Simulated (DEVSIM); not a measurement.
System: Pd/SiO2/n-Si capacitor, at 300 K.

```csv
layer (left to right),material,thickness (nm),Nd (cm⁻³)
1,SiO2,4.10,-
2,Si,13000,9.5e14
```

Metal gate on the left, work function 5.2 eV. Fixed charge at the semiconductor interface -2.8e11 cm⁻² (in units of +e); no interface traps.

Constants are typed, rounded textbook-type inputs, not results; the design itself was drawn at random and stands for no fabricated device. Values at 300 K.

| parameter | SiO2 | Si |
|---|---|---|
| gap (eV) | 9 | 1.124 |
| affinity (eV) | 0.9 | 4.05 |
| permittivity | 3.9 | 11.7 |
| Nc (cm⁻³) | - | 2.86e19 |
| Nv (cm⁻³) | - | 3.1e19 |

Simulated with DEVSIM: 1D Poisson equation in equilibrium, Boltzmann statistics, complete ionisation; no quantum confinement or tunnelling. Metal contacts follow the ideal Schottky-Mott rule: no Fermi-level pinning, no interface dipoles.

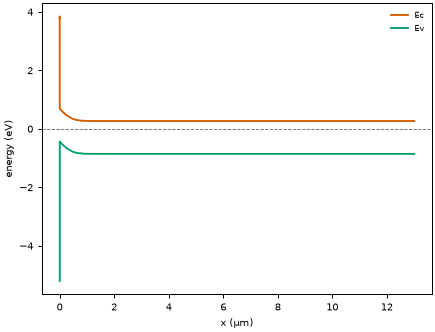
Figure: Band edges at 0.5 V on the gate

Energies count from the Fermi level of the right contact; mesh points crowd at the junctions.

```tsv
x (μm)	Ec (eV)	Ev (eV)	n (cm⁻³)	p (cm⁻³)	field (V/cm)
0.000	3.800	-5.200	< 1e2	< 1e2	97000
0.001249	3.812	-5.188	< 1e2	< 1e2	97000
0.002809	3.827	-5.173	< 1e2	< 1e2	97000
0.004071	3.840	-5.160	< 1e2	< 1e2	79000
0.006490	0.687	-0.437	8.1e7	1.4e12	-11000
0.01123	0.682	-0.442	9.9e7	1.2e12	-11000
0.02294	0.670	-0.454	1.6e8	7.3e11	-11000
0.06626	0.626	-0.498	8.9e8	1.3e11	-9900
0.1558	0.543	-0.581	2.2e10	5.3e9	-8600
0.3597	0.398	-0.726	5.8e12	2.0e7	-5600
0.8640	0.273	-0.851	7.4e14	160000	-470
2.729	0.267	-0.857	9.5e14	120000	≈ 0
6.364	0.267	-0.857	9.5e14	120000	≈ 0
10.22	0.267	-0.857	9.5e14	120000	≈ 0
12.12	0.267	-0.857	9.5e14	120000	≈ 0
12.64	0.267	-0.857	9.5e14	120000	≈ 0
12.85	0.267	-0.857	9.5e14	120000	≈ 0
12.94	0.267	-0.857	9.5e14	120000	≈ 0
12.98	0.267	-0.857	9.5e14	120000	≈ 0
13.00	0.267	-0.857	9.5e14	120000	≈ 0
13.00	0.267	-0.857	9.5e14	120000	≈ 0
13.00	0.267	-0.857	9.5e14	120000	≈ 0
```
